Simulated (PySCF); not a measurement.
B(H)(Me)2(MeCN), C4H10BN, singlet at its GFN2-xTB optimised geometry (Å):

```
16

B      0.2685    -0.0625     0.0000
H      1.4621    -0.0625     0.0000
C     -0.3754    -1.0288    -1.1538
H     -0.0013    -2.0495    -1.0925
H     -0.1189    -0.6476    -2.1382
H     -1.4615    -1.0707    -1.0931
C     -0.3758     1.4422     0.0000
H     -1.4621     1.4225     0.0675
H     -0.1163     1.9536    -0.9228
H     -0.0044     2.0495     0.8239
C     -0.9992    -1.6942     3.4860
C     -0.5216    -1.1216     2.2641
N     -0.1277    -0.6636     1.2861
H     -1.8097    -1.0843     3.8858
H     -0.1906    -1.7381     4.2160
H     -1.3688    -2.7028     3.2999
```

Computed with CAM-B3LYP/def2-TZVP (PySCF). Cells within 0.4 Å of a nucleus heavier than hydrogen are left out (blank, or x).

Map of the Laplacian of the electron density (e/bohr⁵), clipped to [-1.50, 1.50] on the plane z = 0.0 Å:

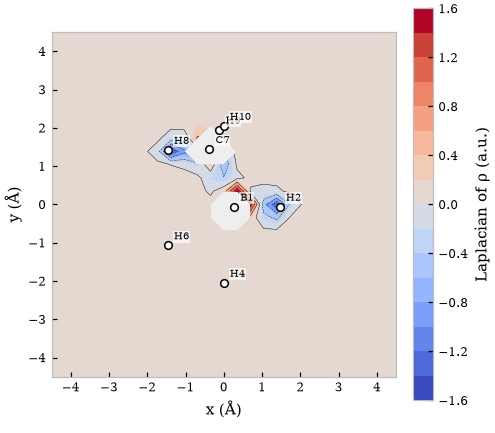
Figure: Laplacian of the electron density (e/bohr⁵), clipped to [-1.50, 1.50] on the plane z = 0.0 Å.
